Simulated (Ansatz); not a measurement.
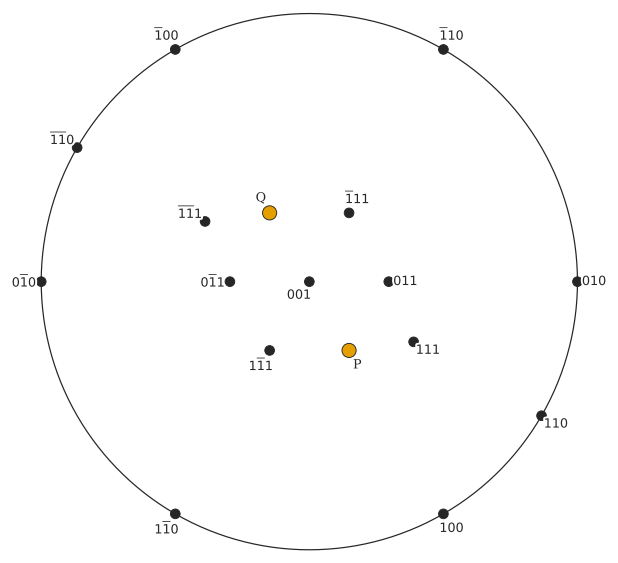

For Mg2WN3, the end point of a relaxation with DFT PBE, scalar-relativistic, plane waves, PAW in Ansatz 0.2.0; the starting structure was generated, so it need not be a known form of this composition: stereographic projection of plane normals (upper hemisphere) centred on (0 0 1). The drawing is computed from the coordinates (standard cell, symmetry found to 0.002 Å).

a = 5.171 Å, b = 5.171 Å, c = 2.908 Å, α = 90.00°, β = 90.00°, γ = 120.00°.

### Index the poles marked P, Q.

P is (1 0 1), in four indices (1 0 −1 1), 33.0° from the centre; Q is (−1 0 1), in four indices (−1 0 1 1), 33.0° from the centre.

### What is the angle between the normals of (−1 0 1) and (−1 1 1), and what are their d_hkl = 1/|g|?

31.6°; d = 2.439 Å and 2.439 Å.
